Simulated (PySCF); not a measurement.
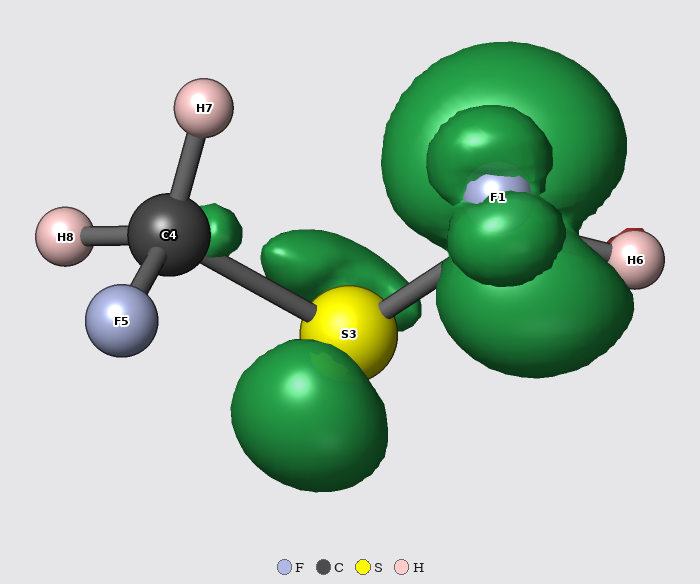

*C2H3F2S (SMILES F[CH]SCF) (doublet). Isosurfaces of the spin density (α minus β) at +0.03 (green) and −0.03 e/Å³ (red), seen from one side.*

Geometry: GFN2-xTB.

Level of theory: UKS B3LYP, pcH-1 on C F H S, non-relativistic, mean-field spin-orbit, GIAO in PySCF 2.14.0, density-fitted response routines.

```json
{"atom": "F", "x (Å)": "1.2571", "y (Å)": "1.3359", "z (Å)": "-0.4295"}
{"atom": "C", "x (Å)": "1.5338", "y (Å)": "0.0852", "z (Å)": "-0.0196"}
{"atom": "S", "x (Å)": "0.3310", "y (Å)": "-0.7680", "z (Å)": "0.8628"}
{"atom": "C", "x (Å)": "-1.1651", "y (Å)": "-0.2754", "z (Å)": "-0.0784"}
{"atom": "F", "x (Å)": "-1.7419", "y (Å)": "0.8260", "z (Å)": "0.4560"}
{"atom": "H", "x (Å)": "2.5535", "y (Å)": "-0.0430", "z (Å)": "0.3039"}
{"atom": "H", "x (Å)": "-0.8800", "y (Å)": "-0.0523", "z (Å)": "-1.1090"}
{"atom": "H", "x (Å)": "-1.8793", "y (Å)": "-1.0991", "z (Å)": "-0.0108"}
```

Where is the unpaired spin?

The unpaired spin (1 electron) lies mostly on C2 (about 0.6), S3 (about 0.2) and F1 (about 0.1), in electrons by Hirshfeld's partition.
